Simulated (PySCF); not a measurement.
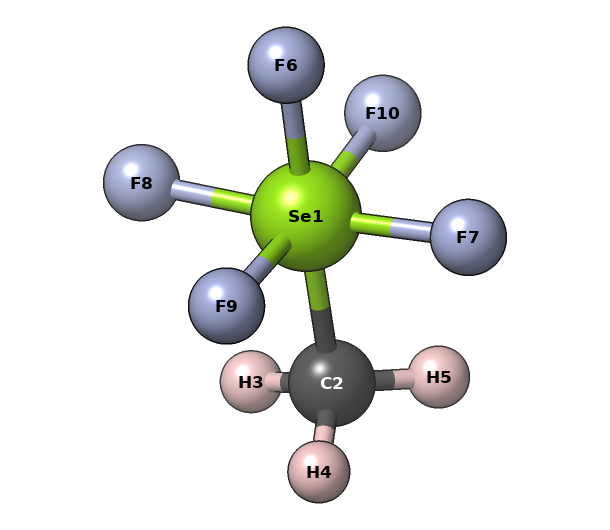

Computed geometry: PBE0-D3(BJ)/def2-SVP optimisation. No frequency run is at hand to confirm it as a minimum. Level of theory: B3LYP/pcJ-1 (pcSseg-1 on Se) indirect spin-spin coupling, non-relativistic, gas phase (PySCF 2.14.0). Isotopes: 13C, 19F, 1H.

Give the spin–spin coupling constants of these pairs, with the number of bonds between them: C2/F6, C2/F10, F6/F8, F6/F10, F8/F9, H3/F7, H4/F10, H4/F9, H4/F7, H5/F10.

| pair | bonds apart | J (Hz) |
| --- | --- | --- |
| C2, F6 | 2 | 0.8 |
| C2, F10 | 2 | −2.1 |
| F6, F8 | 2 | −273.0 |
| F6, F10 | 2 | −274.6 |
| F8, F9 | 2 | −148.1 |
| H3, F7 | 3 | 26.8 |
| H4, F10 | 3 | 26.0 |
| H4, F9 | 3 | 4.3 |
| H4, F7 | 3 | −4.3 |
| H5, F10 | 3 | 0.9 |

Density functionals are unreliable for couplings to fluorine, so those rows may be far off.
